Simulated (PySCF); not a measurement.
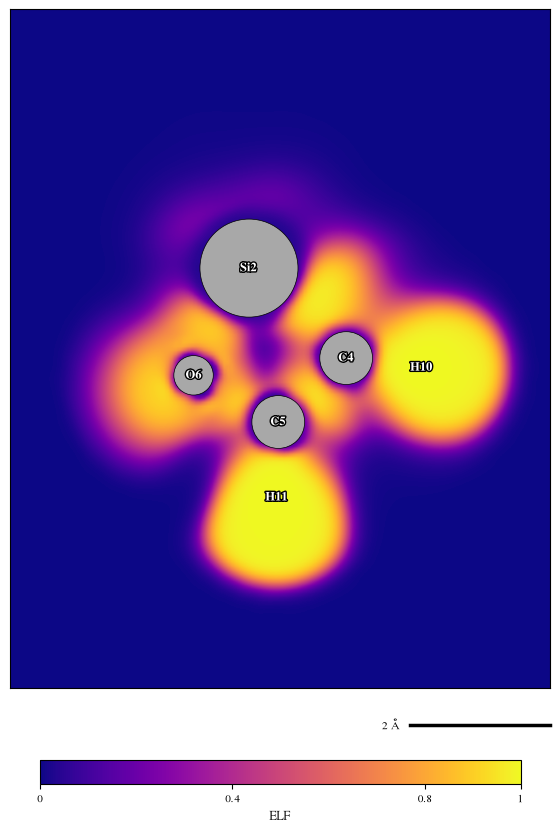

The picture shows: C$_{2}$H$_{5}$NO$_{2}$Si. Electron localisation function on the plane of atoms C4, C5 and O6. Grey discs cover the atomic cores.

Geometry: GFN2-xTB.

Method: PySCF, PBE0/pcSseg-1, SCF density, gas phase, non-relativistic.

```yaml
atoms:
  - { symbol: N, position_ang: [-1.5587, -1.0242, 0.5103] }
  - { symbol: Si, position_ang: [-0.4515, 0.1626, -0.0168] }
  - { symbol: O, position_ang: [-1.3598, 1.4560, -0.3750] }
  - { symbol: C, position_ang: [1.2654, 0.2609, 0.7680] }
  - { symbol: C, position_ang: [1.7314, -0.0941, -0.4268] }
  - { symbol: O, position_ang: [0.6524, -0.2423, -1.2753] }
  - { symbol: H, position_ang: [-2.5290, -0.8979, 0.2822] }
  - { symbol: H, position_ang: [-1.2947, -1.9935, 0.5069] }
  - { symbol: H, position_ang: [-0.9558, 2.1896, -0.8323] }
  - { symbol: H, position_ang: [1.7982, 0.4580, 1.6752] }
  - { symbol: H, position_ang: [2.7075, -0.2726, -0.8421] }
```

What does the map show?

- The plane passes through Si, C, O and H nuclei.
- C–C (1.33 Å): the ELF peaks at about 0.90 between the atoms: a multiple bond.
- C–O (1.38 Å): the ELF peaks at about 0.90 between the atoms: a shared but strongly polarised pair.
- C–Si (1.89 Å): the ELF peaks at about 0.90 between the atoms; localised, covalent bonding.
- Si–O (1.72 Å): the ELF peaks at about 0.90 between the atoms, as expected for a shared but strongly polarised pair.
- The ELF also peaks beside O6, away from the bonds: lone-pair regions.
